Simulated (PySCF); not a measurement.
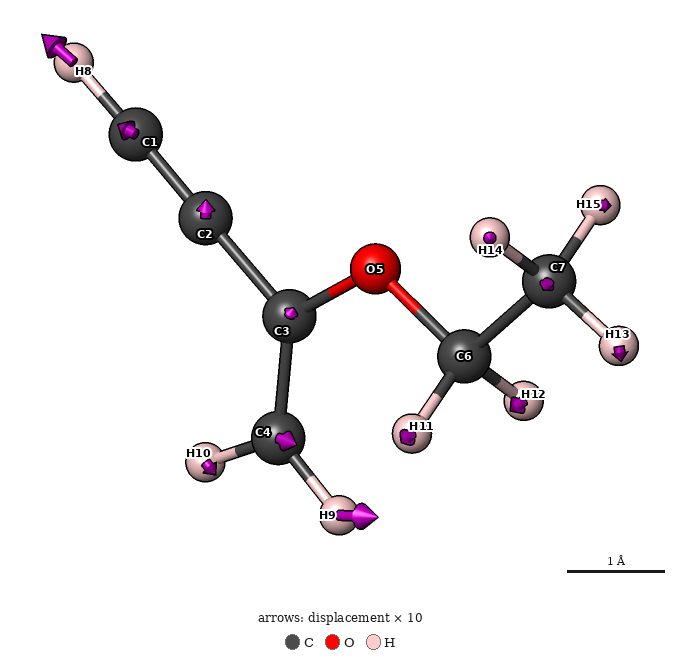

This is a relaxation of C₆H₈O. The starting structure is drawn; purple arrows show the displacements, 10 times their true length. The two geometries are superimposed by the best rigid fit.

The picture is a ball-and-stick view, seen from a free direction.

The start comes from GFN2-xTB.

These are results of PBE0-D3(BJ)/def2-SVP geometry optimisation, gas phase in PySCF 2.14.0, density-fitted response routines, not measurements. 

### Atoms of which element are displaced furthest, and by how much?

Hydrogen: up to 0.055 Å, against 0.026 Å for carbon.

### What happened in the run?

After 4 geometry steps the energy has fallen by 0.060 eV. Largest force component: 0.93 eV/Å at the start, 0.014 eV/Å at the end. The atom that moves furthest after the best rigid fit is H9 (0.055 Å). Largest moves by element: H 0.055 Å, C 0.026 Å, O 0.003 Å. Near-neighbour distances that change, for instance: C1–H8 1.049 → 1.074 Å, C4–H10 1.074 → 1.089 Å, C7–H13 1.086 → 1.100 Å, C3–O5 1.360 → 1.348 Å.
